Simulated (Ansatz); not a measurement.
# Geometry relaxation of C2H7Ga (part 2 of 2)

Continued. System: C2H7Ga. Method: RKS PBE0-D4/def2-TZVP (Ansatz 0.2.0). The geometry is a transition state displaced along its imaginary mode. The reaction was set up to form C2–H3 and to break Ga1–C2 and Ga1–H3 (atoms counted from 1 in the order of the input); sticks are drawn by distance alone.

Geometry of the input (Å):
```
Ga 0.3879  0.3319  1.6605
C  0.4188  1.1971  -0.5613
H  0.0803  0.2493  -0.1635
C  -0.4906  -1.3272  0.4535
H  -0.1060  2.1468  -0.3147
H  1.5056  1.4833  -0.5549
H  0.1779  0.9758  -1.5810
H  -0.6952  -1.4436  -0.6331
H  -1.4485  -1.4618  0.9620
H  0.1696  -2.1515  0.7326
```

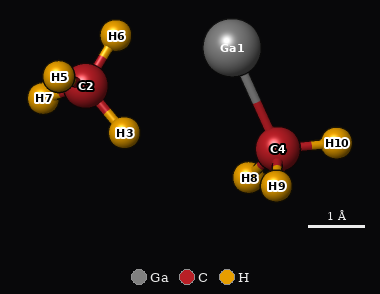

The geometry at step 14 of the log (ball-and-stick view, seen at a tilt; atoms are numbered from 1 in the order of the input).

Log, continued:
```
relax step  37: F+E_penalty+E_count = -54556.97208075 eV  Δ(F+E_penalty+E_count) = -3.532e-4 eV  max|allowed force component| = 3.188e-2 eV/Å  Δτ_max = 0.0237 Å  (30 SCF iters, accepted)
relax step  38: F+E_penalty+E_count = -54556.97222792 eV  Δ(F+E_penalty+E_count) = -1.472e-4 eV  max|allowed force component| = 7.091e-3 eV/Å  Δτ_max = 0.0237 Å  (30 SCF iters, accepted)
relax step  39: F+E_penalty+E_count = -54556.97227002 eV  Δ(F+E_penalty+E_count) = -4.210e-5 eV  max|allowed force component| = 7.847e-3 eV/Å  Δτ_max = 0.0227 Å  (29 SCF iters, accepted)
the calculation of the forces begins
reference -54556.84402947 eV, -2004.9270381258 hartree; 25, 25 occupied and 127, 127 virtual orbitals, 1081 factors
relax step  40: F+E_penalty+E_count = -54556.97227920 eV  Δ(F+E_penalty+E_count) = -9.183e-6 eV  max|allowed force component| = 1.288e-3 eV/Å  Δτ_max = 0.0091 Å  (30 SCF iters, accepted)
1081 factors; their error is unknown
mean field -54556.84399870 eV, -2004.9270369953 hartree, gradient 1.1e-5 eV, S^2 0.000000; 1 other end points of the search recorded, 0 dependent functions left out
the calculation of the forces begins
reference -54556.84402947 eV, -2004.9270381258 hartree; 25, 25 occupied and 127, 127 virtual orbitals, 1081 factors
Total energy: -54556.97230996 eV, -2004.9317523470 hartree
Atom 0 at     0.371758    -0.240563     2.097488 Å, force    -0.000053     0.000066     0.000155 eV/Å
Atom 1 at     0.368260     1.549657    -0.991248 Å, force    -0.000082    -0.000332    -0.000999 eV/Å
Atom 2 at    -0.283427     0.687760    -1.132539 Å, force     0.000424     0.000624    -0.000004 eV/Å
Atom 3 at    -0.436207    -1.669415     0.891576 Å, force    -0.000216    -0.000682    -0.000893 eV/Å
Atom 4 at     0.039537     2.126742    -0.126128 Å, force     0.000185    -0.000101    -0.000148 eV/Å
Atom 5 at     1.393487     1.212898    -0.834933 Å, force    -0.000402     0.000342    -0.000153 eV/Å
Atom 6 at     0.329748     2.181667    -1.878205 Å, force    -0.000062    -0.000653     0.001288 eV/Å
Atom 7 at     0.216548    -1.889687     0.038690 Å, force    -0.000421     0.000096     0.000738 eV/Å
Atom 8 at    -1.408095    -1.353695     0.493866 Å, force     0.000510    -0.000228     0.000374 eV/Å
Atom 9 at    -0.591709    -2.605263     1.441534 Å, force     0.000117     0.000866    -0.000358 eV/Å
Dipole moment:    -0.032260    -0.031550    -0.093351 e Å
```

Trajectory as extended XYZ (Å, eV, eV/Å), 10 of the 40 frames kept, from step=1 to step=40:
```
10
Properties=species:S:1:pos:R:3:forces:R:3 step=1 energy=-54555.68339
Ga    0.3879    0.3319    1.6605   -0.3133  -0.8789   0.3497
C     0.4188    1.1971   -0.5613    1.5310   3.4777  -1.1505
H     0.0803    0.2493   -0.1635   -0.1903  -0.6019   0.2732
C    -0.4906   -1.3272    0.4535   -0.0282  -0.2798   0.6640
H    -0.1060    2.1468   -0.3147   -0.0006  -0.7941   0.0819
H     1.5056    1.4833   -0.5549   -0.8327  -0.6640   0.1807
H     0.1779    0.9758   -1.5810   -0.1596   0.0021  -1.0425
H    -0.6952   -1.4436   -0.6331    0.2421   0.4035   0.4617
H    -1.4485   -1.4618    0.9620   -0.1073  -0.3344   0.0891
H     0.1696   -2.1515    0.7326   -0.1410  -0.3302   0.0927
10
Properties=species:S:1:pos:R:3:forces:R:3 step=5 energy=-54556.91801
Ga    0.2337   -0.1444    1.9523   -0.0283  -0.0661  -0.0093
C     0.5122    1.5403   -0.9151   -0.1227  -0.1498  -0.2414
H     0.1532    0.5592   -0.5881    0.0577   0.1579  -0.0651
C    -0.5715   -1.6442    0.8073   -0.0191  -0.0365  -0.0060
H    -0.0630    2.3262   -0.4255    0.0218  -0.0006  -0.0265
H     1.5681    1.6486   -0.6702    0.0005   0.0183  -0.0154
H     0.3711    1.5940   -2.0026    0.0670   0.0684   0.2487
H    -0.6417   -1.4591   -0.2717    0.0176  -0.0020   0.1206
H    -1.5856   -1.8632    1.1685    0.0286  -0.0055  -0.0067
H     0.0233   -2.5573    0.9452   -0.0231   0.0160   0.0011
10
Properties=species:S:1:pos:R:3:forces:R:3 step=10 energy=-54556.95468 accepted=F
Ga    0.2194   -0.2543    2.0398   -0.0119  -0.0274  -0.0073
C     0.5323    1.6669   -1.0693   -0.0442  -0.0524  -0.2362
H     0.0715    0.6755   -1.1947    0.1410   0.3116   0.0385
C    -0.6002   -1.7952    0.9829    0.0096   0.0339  -0.0109
H    -0.0767    2.2791   -0.3986    0.0326  -0.0722  -0.0901
H     1.5331    1.5608   -0.6405   -0.1098  -0.0076  -0.0823
H     0.6031    2.1588   -2.0531   -0.0212  -0.1818   0.3693
H    -0.6224   -1.5811   -0.0921   -0.0031  -0.0097   0.0066
H    -1.6312   -1.9897    1.3024    0.0094   0.0005   0.0040
H    -0.0289   -2.7208    1.1233   -0.0025   0.0052   0.0085
10
Properties=species:S:1:pos:R:3:forces:R:3 step=14 energy=-54556.96038
Ga    0.2266   -0.2478    2.0452   -0.0007  -0.0023  -0.0007
C     0.5249    1.6544   -1.0709   -0.0055  -0.0070  -0.0148
H     0.0628    0.6830   -1.2503    0.0079   0.0187   0.0029
C    -0.5925   -1.7798    0.9804    0.0003   0.0012   0.0007
H    -0.0907    2.2347   -0.3831    0.0012  -0.0045  -0.0060
H     1.5167    1.5175   -0.6391   -0.0053  -0.0007  -0.0060
H     0.6129    2.1891   -2.0172    0.0003  -0.0083   0.0231
H    -0.6029   -1.5788   -0.0967    0.0013   0.0002   0.0011
H    -1.6274   -1.9638    1.2934    0.0018   0.0010  -0.0008
H    -0.0306   -2.7084    1.1386   -0.0012   0.0018   0.0006
10
Properties=species:S:1:pos:R:3:forces:R:3 step=18 energy=-54556.96098
Ga    0.2445   -0.2416    2.0627    0.0010   0.0015   0.0015
C     0.5088    1.6347   -1.0734   -0.0044  -0.0035  -0.0143
H     0.0320    0.6880   -1.3308    0.0110   0.0305   0.0071
C    -0.5768   -1.7597    0.9814   -0.0088  -0.0104  -0.0052
H    -0.1065    2.1749   -0.3530    0.0028  -0.0098  -0.0111
H     1.4915    1.4468   -0.6390   -0.0100   0.0021  -0.0115
H     0.6219    2.2382   -1.9749   -0.0007  -0.0200   0.0294
H    -0.5382   -1.5675   -0.0970    0.0013  -0.0037   0.0128
H    -1.6287   -1.9112    1.2544    0.0151   0.0029  -0.0056
H    -0.0485   -2.7026    1.1698   -0.0072   0.0104  -0.0030
10
Properties=species:S:1:pos:R:3:forces:R:3 step=23 energy=-54556.96227
Ga    0.2797   -0.2372    2.0968   -0.0008  -0.0015  -0.0011
C     0.4744    1.6033   -1.0718   -0.0029  -0.0070  -0.0146
H    -0.0430    0.7120   -1.4279    0.0108   0.0186   0.0067
C    -0.5425   -1.7268    0.9776   -0.0260  -0.0285  -0.0224
H    -0.1192    2.0882   -0.2958    0.0112  -0.0040  -0.0044
H     1.4488    1.3270   -0.6667   -0.0165   0.0040  -0.0016
H     0.6151    2.2965   -1.9015   -0.0050  -0.0125   0.0151
H    -0.3694   -1.5760   -0.0953   -0.0053  -0.0105   0.0458
H    -1.6279   -1.7855    1.1349    0.0542   0.0036  -0.0114
H    -0.1162   -2.7014    1.2498   -0.0198   0.0379  -0.0121
10
Properties=species:S:1:pos:R:3:forces:R:3 step=27 energy=-54556.96382 accepted=F
Ga    0.3175   -0.2393    2.0902    0.0025   0.0015   0.0015
C     0.4320    1.5914   -1.0444   -0.0310  -0.0037   0.0284
H    -0.1625    0.7216   -1.3286    0.0344   0.0362   0.0169
C    -0.4993   -1.7138    0.9483   -0.0834  -0.1489  -0.1117
H    -0.0572    2.1207   -0.2235    0.0289  -0.0229  -0.0547
H     1.4269    1.2739   -0.7286   -0.0238  -0.0067  -0.0069
H     0.5264    2.2609   -1.8997   -0.0125  -0.0053   0.0191
H    -0.1053   -1.7003   -0.0817   -0.0858  -0.0166   0.2088
H    -1.5965   -1.6078    0.8904    0.2275  -0.0330  -0.0022
H    -0.2822   -2.7072    1.3777   -0.0569   0.1995  -0.0994
10
Properties=species:S:1:pos:R:3:forces:R:3 step=31 energy=-54556.96664
Ga    0.3207   -0.2250    2.0743    0.0193   0.0286   0.0371
C     0.4256    1.5830   -1.0370   -0.0365  -0.0136   0.0477
H    -0.1814    0.7226   -1.3182    0.0063   0.0029  -0.0067
C    -0.4916   -1.7048    0.9437   -0.0323  -0.0666  -0.0649
H    -0.0505    2.1136   -0.2109    0.0118   0.0014  -0.0194
H     1.4167    1.2498   -0.7287    0.0116  -0.0008  -0.0093
H     0.5202    2.2553   -1.8886    0.0027   0.0091  -0.0136
H    -0.0799   -1.7118   -0.0726    0.0065   0.0061   0.0107
H    -1.5792   -1.5901    0.8568    0.0077   0.0130   0.0052
H    -0.3008   -2.6926    1.3813    0.0029   0.0199   0.0130
10
Properties=species:S:1:pos:R:3:forces:R:3 step=36 energy=-54556.97173
Ga    0.3624   -0.2348    2.0989   -0.0013  -0.0010  -0.0031
C     0.3746    1.5433   -0.9907   -0.0021   0.0033  -0.0178
H    -0.2772    0.6818   -1.1400    0.0204   0.0214   0.0055
C    -0.4424   -1.6635    0.8899   -0.0302  -0.0239  -0.0153
H     0.0257    2.1306   -0.1399    0.0038  -0.0068  -0.0152
H     1.3952    1.2057   -0.8046   -0.0203   0.0007  -0.0039
H     0.3617    2.1663   -1.8860   -0.0027  -0.0166   0.0309
H     0.1787   -1.8328    0.0005   -0.0387  -0.0017   0.0452
H    -1.4468   -1.3770    0.5484    0.0710  -0.0272   0.0171
H    -0.5320   -2.6195    1.4236    0.0001   0.0519  -0.0434
10
Properties=species:S:1:pos:R:3:forces:R:3 step=40 energy=-54556.97228
Ga    0.3718   -0.2406    2.0975   -0.0001   0.0001   0.0002
C     0.3683    1.5497   -0.9912   -0.0001  -0.0003  -0.0010
H    -0.2834    0.6878   -1.1325    0.0004   0.0006   0.0000
C    -0.4362   -1.6694    0.8916   -0.0002  -0.0007  -0.0009
H     0.0395    2.1267   -0.1261    0.0002  -0.0001  -0.0001
H     1.3935    1.2129   -0.8349   -0.0004   0.0003  -0.0002
H     0.3297    2.1817   -1.8782   -0.0001  -0.0007   0.0013
H     0.2165   -1.8897    0.0387   -0.0004   0.0001   0.0007
H    -1.4081   -1.3537    0.4939    0.0005  -0.0002   0.0004
H    -0.5917   -2.6053    1.4415    0.0001   0.0009  -0.0004
```

Results in brief:

```csv
quantity,value
outcome,converged
total energy,−54556.9723 eV
mean-field energy,−54556.8440 eV
dispersion energy,−0.1283 eV
SCF solution under orbital rotations,stable
largest force (length of the vector) at the end,0.001 eV/Å
dipole moment,0.50 D
hardware,"4 threads of Arm Neoverse N1, 23 GiB of memory available, shared host"
wall time,1.8 min (CPU time 6.7 min)
peak memory,0.33 GiB
```
